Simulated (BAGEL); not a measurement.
# BCl (SMILES [B]Cl) at HF/3-21G (density fitting with cc-pvqz-jkfit)

Aim: the vertical ionisation energy of BCl at HF/3-21G (density fitting with cc-pvqz-jkfit), from 2 runs. 

The results are computed with BAGEL 1.2.2.

10 further runs of the same task are left out: 10 set aside as unsound or not needed.

## Step 1: The system as given

BCl has 2 atoms, charge 0, and is taken as a singlet. As SMILES, `[B]Cl`. Geometry: relaxed at PBE0-D4/def2-TZVP.

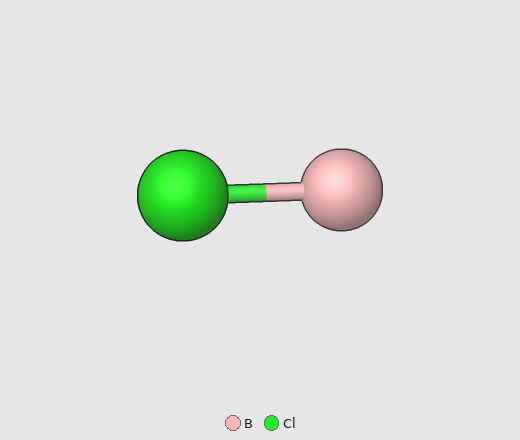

The structure, seen from a chosen angle (boron pink, chlorine green).

## Step 2: The energy at HF/3-21G (density fitting with cc-pvqz-jkfit)

Input file job.json:

```json
{ "bagel": [

{
  "title": "molecule",
  "basis": "3-21g",
  "df_basis": "cc-pvqz-jkfit",
  "angstrom": true,
  "geometry": [
    { "atom": "B", "xyz": [       0.000000,       0.000000,      -0.069660 ] },
    { "atom": "Cl", "xyz": [       0.000000,       0.000000,       1.648190 ] }
  ]
},

{
  "title": "hf",
  "charge": 0
},

{
  "title": "print",
  "file": "orbitals.molden",
  "orbitals": true
}

]}
```

The run is started by

```
BAGEL_NUM_THREADS=1 BAGEL job.json > job.out
```

Log:

```text
* using 1 threads per process

  ===============================================================
  ===============================================================

  *** Geometry ***

  { "atom" : "B", "xyz" : [      0.000000,      0.000000,     -0.131638 ] },
  { "atom" : "Cl", "xyz" : [      0.000000,      0.000000,      3.114628 ] },

  Number of auxiliary basis functions:      254

  Since a DF basis is specified, we compute 2- and 3-index integrals:
    o Being stored without compression. Storage requirement is 0.001 GB

  Number of basis functions:       22
  Number of electrons      :       22

    * METHOD: MOLECULE                             0.03

  *** RHF ***

  === Nuclear Repulsion ===
    26.1839292761

      * DIIS with orbital gradients will be used.

  === RHF iteration (3-21g) ===
      0       -481.74494232          0.01639372           0.00
      1       -481.76794510          0.00790244           0.00
      2       -481.77268837          0.00117627           0.00
      3       -481.77301565          0.00027906           0.00
      4       -481.77303140          0.00007096           0.00
      5       -481.77303228          0.00000849           0.00
      6       -481.77303229          0.00000148           0.00
      7       -481.77303229          0.00000015           0.00
      8       -481.77303229          0.00000002           0.00
      9       -481.77303229          0.00000000           0.00
    * SCF iteration converged.

    * Permanent dipole moment:
           (    0.000000,     0.000000,    -0.107634) a.u.

    * METHOD: HF                                   0.07

    * METHOD: PRINT                                0.00

  ===============================================================
```

Wall time 0.24 s (1 thread of Arm Neoverse V1, shared host).

## Step 3: The doublet cation, same level

Input file hf.json:

```json
{ "bagel": [

{
  "title": "molecule",
  "basis": "3-21g",
  "df_basis": "cc-pvqz-jkfit",
  "angstrom": true,
  "geometry": [
    { "atom": "B", "xyz": [    0.000000,    0.000000,   -0.069660 ] },
    { "atom": "Cl", "xyz": [    0.000000,    0.000000,    1.648190 ] }
  ]
},
{
  "title": "uhf",
  "charge": 1,
  "nopen": 1
},
{
  "title": "print",
  "file": "orbitals.molden",
  "orbitals": true
}

]}
```

The run is started by

```
BAGEL_NUM_THREADS=1 BAGEL hf.json > hf.out
```

Log:

```text
* using 1 threads per process

  ===============================================================
  ===============================================================

  *** Geometry ***

  { "atom" : "B", "xyz" : [      0.000000,      0.000000,     -0.131638 ] },
  { "atom" : "Cl", "xyz" : [      0.000000,      0.000000,      3.114628 ] },

  Number of auxiliary basis functions:      254

  Since a DF basis is specified, we compute 2- and 3-index integrals:
    o Being stored without compression. Storage requirement is 0.001 GB

  Number of basis functions:       22
  Number of electrons      :       22

    * METHOD: MOLECULE                             0.04

  *** Open-shell HF ***

  === Nuclear Repulsion ===
    26.1839292761

      * DIIS with orbital gradients will be used.

  === UHF iteration (3-21g) ===
      0       -481.33815336          0.04830081           0.01
      1       -481.40808053          0.02717824           0.01
      2       -481.42094517          0.01408852           0.01
      3       -481.42551693          0.00360384           0.01
      4       -481.42675049          0.00060150           0.01
      5       -481.42686553          0.00030248           0.01
      6       -481.42693166          0.00011356           0.01
      7       -481.42694068          0.00002329           0.01
      8       -481.42694115          0.00001135           0.01
      9       -481.42694144          0.00000566           0.01
     10       -481.42694148          0.00000098           0.01
     11       -481.42694149          0.00000031           0.01
     12       -481.42694149          0.00000014           0.01
     13       -481.42694149          0.00000003           0.01
     14       -481.42694149          0.00000001           0.01
    * SCF iteration converged.

    * S^2 (UHF) is 0.7636

    * Permanent dipole moment:
           (   -0.000000,     0.000000,     1.958916) a.u.

    * METHOD: UHF                                  0.13

    * METHOD: PRINT                                0.00

  ===============================================================
```

Run time: 0.31 s. Hardware: 1 thread of Arm Neoverse V1, shared host.

## Step 4: What came out

Level: HF/3-21G (density fitting with cc-pvqz-jkfit).

| quantity | value |
| --- | --- |
| singlet BCl: total energy | -481.77303 Eh |
| singlet BCl: dipole moment | 0.27 D |
| singlet BCl: HOMO energy | -10.55 eV |
| singlet BCl: LUMO energy | 1.85 eV |
| singlet BCl: HOMO–LUMO gap | 12.40 eV |
| doublet cation: total energy | -481.42694 Eh |
| doublet cation: ⟨S²⟩ | 0.764 |
| vertical ionisation energy (to the doublet cation) | 9.418 eV |

In words: Removing an electron at fixed nuclei costs 9.42 eV (909 kJ/mol). The negative HOMO energy of the first species, 10.55 eV, lies 1.13 eV above that difference.
